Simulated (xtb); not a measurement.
## Frequency calculation of CH7AlBNO (part 2 of 2)

CH7AlBNO, multiplicity 3; GFN2-xTB, GBSA solvent h2o (xtb 6.7.1). The geometry was optimised with GFN2-xTB/GBSA(h2o).

Geometry of the input (Å):
```
C  -1.7512  0.3655  0.6132
Al -0.7871  -1.8302  -0.0334
O  0.6438  -1.0395  -0.3964
B  1.7860  -0.3686  -0.6411
N  2.1896  0.6924  0.1635
H  -1.3145  1.2119  0.1099
H  -1.5703  0.3240  1.6787
H  -2.7657  0.1347  0.3168
H  -0.3402  -3.4201  -0.3986
H  2.4663  -0.6829  -1.5617
H  1.6497  1.0051  0.9521
H  3.0333  1.2148  0.0168
```

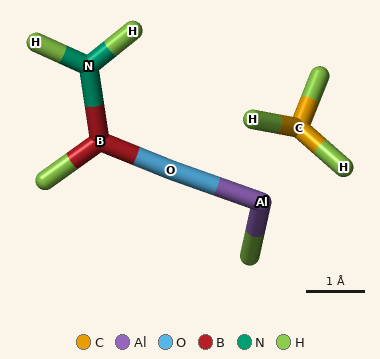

Figure 1. The input geometry (stick view, seen at a tilt). Sticks mark near contacts.

### The program's output, continued
```
     #   Z          covCN         q      C6AA      α(0)
     1   6          3.234    -0.152    30.931     9.026
     2  13          2.025     0.271   172.249    31.440
     3   8          1.523    -0.435    21.643     6.275
     4   5          2.579     0.372    16.732     6.972
     5   7          2.561    -0.391    30.159     8.156
     6   1          0.926     0.097     1.809     2.103
     7   1          0.925     0.104     1.751     2.069
     8   1          0.925     0.103     1.762     2.076
     9   1          0.814    -0.199    10.917     5.187
    10   1          0.933    -0.164     8.430     4.540
    11   1          0.860     0.199     1.110     1.650
    12   1          0.861     0.196     1.129     1.664

 Mol. C6AA /au·bohr⁶  :       1968.786091
 Mol. C8AA /au·bohr⁸  :      71669.892174
 Mol. α(0) /au        :         81.157575

Wiberg/Mayer (AO) data.
largest (>0.10) Wiberg bond orders for each atom

 ---------------------------------------------------------------------------
     #   Z sym  total        # sym  WBO       # sym  WBO       # sym  WBO
 ---------------------------------------------------------------------------
     1   6      3.439 --     6      0.967     7      0.946     8      0.944
                             2      0.448
     2  13      2.616 --     3      1.184     9      0.802     1      0.448
     3   8      2.419 --     2      1.184     4      1.106
     4   5      3.424 --     5      1.339     3      1.106    10      0.920
     5   7      3.326 --     4      1.339    12      0.950    11      0.945
     6   1      0.990 --     1      0.967
     7   1      0.989 --     1      0.946
     8   1      0.989 --     1      0.944
     9   1      0.911 --     2      0.802
    10   1      0.973 --     4      0.920
    11   1      0.960 --     5      0.945
    12   1      0.962 --     5      0.950
 ---------------------------------------------------------------------------

Topologies differ in total number of bonds
Writing topology from bond orders to xtbtopo.mol

molecular dipole:
                 x           y           z       tot (Debye)
 q only:       -0.032      -2.074       0.244
   full:       -0.032      -2.151       0.281       5.514
molecular quadrupole (traceless):
                xx          xy          yy          xz          yz          zz
 q only:        7.314      -3.926      -8.043      -2.085       0.046       0.729
  q+dip:        6.878      -3.449      -7.037      -2.180      -0.516       0.159
   full:        8.114      -4.076      -9.987      -2.413      -0.309       1.873

           -------------------------------------------------
          |               Frequency Printout                |
           -------------------------------------------------
 projected vibrational frequencies (cm⁻¹)
eigval :       -0.00    -0.00    -0.00     0.00     0.00     0.00
eigval :       40.34    65.40    79.98   154.34   189.61   201.76
eigval :      222.72   357.99   398.15   415.65   492.82   518.54
eigval :      564.25   623.91   793.91   870.90   917.02  1071.00
eigval :     1105.60  1172.45  1333.12  1340.26  1361.07  1495.67
eigval :     2428.86  3018.97  3071.86  3121.55  3503.31  3562.21
 reduced masses (amu)
    1:      6.36    2:      4.42    3:      6.24    4:      7.38    5:      4.77    6:      3.45
    7:      2.23    8:      1.35    9:      2.03   10:      4.02   11:      3.90   12:      6.08
   13:      1.13   14:      1.10   15:      1.10   16:      3.21   17:      1.19   18:      1.15
   19:      1.42   20:      3.38   21:      1.36   22:      1.64   23:      1.14   24:      1.19
   25:      1.14   26:      4.30   27:      3.72   28:      1.10   29:      1.10   30:      1.30
   31:      1.08   32:      1.02   33:      1.11   34:      1.10   35:      1.05   36:      1.09
 IR intensities (km·mol⁻¹)
Molecule has no symmetry elements
It seems to be the C1 point group
    1:      0.93    2:      4.38    3:      0.52    4:      2.02    5:      2.43    6:      7.88
    7:      3.99    8:      1.12    9:      1.60   10:      5.57   11:      2.01   12:      2.42
   13:     18.14   14:     13.36   15:     11.87   16:     13.86   17:    141.73   18:     63.38
   19:    101.37   20:     59.43   21:     76.54   22:     49.64   23:     38.95   24:     40.03
   25:    355.87   26:    166.29   27:    599.01   28:     36.48   29:     28.31   30:    213.21
   31:    559.16   32:     89.31   33:      2.39   34:      3.63   35:     24.43   36:      8.32
 Raman intensities (Ä⁴*amu⁻¹)
    1:      0.00    2:      0.00    3:      0.00    4:      0.00    5:      0.00    6:      0.00
    7:      0.00    8:      0.00    9:      0.00   10:      0.00   11:      0.00   12:      0.00
   13:      0.00   14:      0.00   15:      0.00   16:      0.00   17:      0.00   18:      0.00
   19:      0.00   20:      0.00   21:      0.00   22:      0.00   23:      0.00   24:      0.00
   25:      0.00   26:      0.00   27:      0.00   28:      0.00   29:      0.00   30:      0.00
   31:      0.00   32:      0.00   33:      0.00   34:      0.00   35:      0.00   36:      0.00
 output can be read by thermo (or use thermo option).
 writing <g98.out> molden fake output.
 recommended (thermochemical) frequency scaling factor: 1.0
           -------------------------------------------------
          |             Thermodynamic Functions             |
           -------------------------------------------------

c1  symmetry found (for desy threshold:  0.10E+00) used in thermo

          ...................................................
          :                      SETUP                      :
          :.................................................:
          :  # frequencies                          30      :
          :  # imaginary freq.                       0      :
          :  linear?                             false      :
          :  only rotor calc.                    false      :
          :  symmetry                               c1      :
          :  rotational number                       1      :
          :  scaling factor                  1.0000000      :
          :  rotor cutoff                   50.0000000 cm⁻¹ :
          :  imag. cutoff                  -20.0000000 cm⁻¹ :
          :.................................................:

    mode    ω/cm⁻¹     T·S(HO)/kcal·mol⁻¹    T·S(FR)/kcal·mol⁻¹   T·S(vib)
   ------------------------------------------------------------------------
       1     40.34    -1.56294 ( 29.77%)    -1.11951 ( 70.23%)    -1.25151
       2     65.40    -1.27821 ( 74.54%)    -0.97662 ( 25.46%)    -1.20142
       3     79.98    -1.16017 ( 86.75%)    -0.91706 ( 13.25%)    -1.12797
       4    154.34    -0.78057 ( 98.91%)    -0.72249 (  1.09%)    -0.77993
       5    189.61    -0.66536 ( 99.52%)    -0.66155 (  0.48%)    -0.66534
       6    201.76    -0.63118 ( 99.62%)    -0.64316 (  0.38%)    -0.63123
       7    222.72    -0.57747 ( 99.75%)    -0.61388 (  0.25%)    -0.57756
   ------------------------------------------------------------------------

   temp. (K)  partition function   enthalpy   heat capacity  entropy
                                   cal/mol     cal/K/mol   cal/K/mol   J/K/mol
 298.15  VIB  0.120E+04             4235.976     24.199     26.893
         ROT  0.186E+06              888.727      2.981     27.097
         INT  0.225E+09             5124.704     27.180     53.990
         TR   0.248E+26             1481.212      4.968     39.298
         TOT                        6605.9161    32.1482    93.2883   390.3181

       T/K    H(0)-H(T)+PV         H(T)/Eh          T*S/Eh         G(T)/Eh
   ------------------------------------------------------------------------
    298.15    0.105272E-01    0.891085E-01    0.443243E-01    0.447843E-01
   ------------------------------------------------------------------------

         :::::::::::::::::::::::::::::::::::::::::::::::::::::
         ::                  THERMODYNAMIC                  ::
         :::::::::::::::::::::::::::::::::::::::::::::::::::::
         :: total free energy         -14.952963038761 Eh   ::
         ::.................................................::
         :: total energy              -14.997747303757 Eh   ::
         :: zero point energy           0.078581332674 Eh   ::
         :: G(RRHO) w/o ZPVE           -0.033797067678 Eh   ::
         :: G(RRHO) contrib.            0.044784264996 Eh   ::
         :::::::::::::::::::::::::::::::::::::::::::::::::::::

           -------------------------------------------------
          | TOTAL ENERGY              -14.997747303757 Eh   |
          | TOTAL ENTHALPY            -14.908638773767 Eh   |
          | TOTAL FREE ENERGY         -14.952963038761 Eh   |
          | GRADIENT NORM               0.000382647491 Eh/α |
          | HOMO-LUMO GAP               2.555529600574 eV   |
           -------------------------------------------------

------------------------------------------------------------------------
------------------------------------------------------------------------
 total:
 *  cpu-time:     0 d,  0 h,  0 min,  0.313 sec
 * ratio c/w:     1.000 speedup
 SCF:
 *  cpu-time:     0 d,  0 h,  0 min,  0.007 sec
 * ratio c/w:     1.000 speedup
 analytical hessian:
 *  cpu-time:     0 d,  0 h,  0 min,  0.297 sec
 * ratio c/w:     1.000 speedup
```

### File vibspectrum
```
$vibrational spectrum
#  mode     symmetry     wave number   IR intensity    selection rules
#                         cm**(-1)      (km*mol⁻¹)        IR
     1                      -0.00         0.00000          -
     2                      -0.00         0.00000          -
     3                      -0.00         0.00000          -
     4                       0.00         0.00000          -
     5                       0.00         0.00000          -
     6                       0.00         0.00000          -
     7        a             40.34         3.99082         YES
     8        a             65.40         1.12271         YES
     9        a             79.98         1.60117         YES
    10        a            154.34         5.57078         YES
    11        a            189.61         2.00806         YES
    12        a            201.76         2.41583         YES
    13        a            222.72        18.13938         YES
    14        a            357.99        13.36146         YES
    15        a            398.15        11.87315         YES
    16        a            415.65        13.86021         YES
    17        a            492.82       141.72757         YES
    18        a            518.54        63.37540         YES
    19        a            564.25       101.37100         YES
    20        a            623.91        59.43468         YES
    21        a            793.91        76.54325         YES
    22        a            870.90        49.63845         YES
    23        a            917.02        38.95455         YES
    24        a           1071.00        40.02515         YES
    25        a           1105.60       355.87200         YES
    26        a           1172.45       166.29100         YES
    27        a           1333.12       599.01415         YES
    28        a           1340.26        36.48259         YES
    29        a           1361.07        28.31196         YES
    30        a           1495.67       213.20504         YES
    31        a           2428.86       559.15992         YES
    32        a           3018.97        89.31055         YES
    33        a           3071.86         2.38771         YES
    34        a           3121.55         3.62965         YES
    35        a           3503.31        24.43326         YES
    36        a           3562.21         8.32424         YES
$end
```

### Standard error
```
normal termination of xtb
```

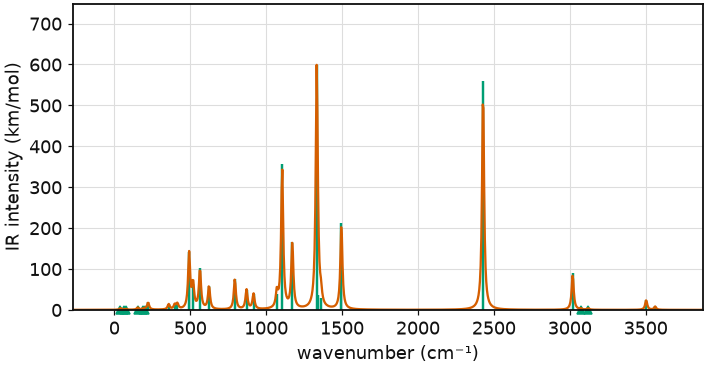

Figure 2. Harmonic infrared spectrum, unscaled: sticks (degenerate modes added up, dark ones marked on the axis) with a Lorentzian envelope of 16 cm⁻¹ full width, scaled to the tallest stick. 30 modes from 40 to 3562 cm⁻¹, none imaginary. The strongest line is at 1333 cm⁻¹ (599 km/mol).

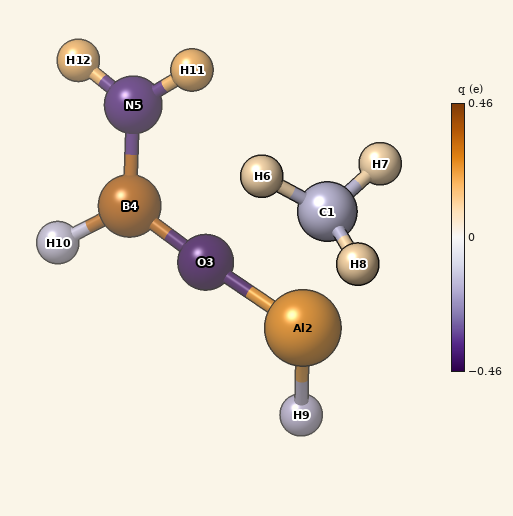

Figure 3. Mulliken charges, as the colour of each atom (ball-and-stick view, seen at a tilt; atoms are numbered from 1 in the order of the input). By element: C −0.15, Al +0.27, O −0.44, B +0.37, N −0.39 and H −0.20 to +0.20 e.

### Results in brief

- outcome: converged
- electrons treated: 28
- total energy: −14.997747 hartree
- dispersion energy: −0.006324 hartree
- solvation energy: −0.013266 hartree
- basis functions: 33
- zero-point energy: 0.078581 hartree
- dipole moment: 5.51 D
- wavenumbers, lowest and highest: 40 and 3562 cm⁻¹
- peak memory: 0.075 GiB
